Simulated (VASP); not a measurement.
Energy against volume of CsI (CsCl type). All values below come from RPBE GGA, VASP's PBE PAW potentials (set 64) (plane waves; VASP).

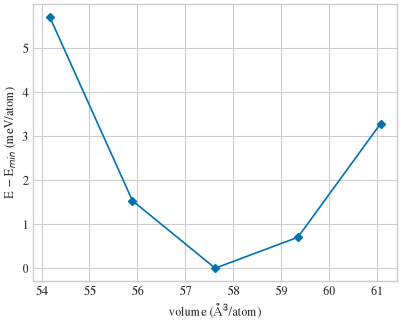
*Energy against volume*

### Question
Estimate the equilibrium volume and the bulk modulus.

### Answer
The minimum lies near 57.9 Å³/atom, and the curvature gives B0 of about 6.7 GPa.

The compound is CsI in the CsCl type structure. It was relaxed first, which changed the volume by +21 %.
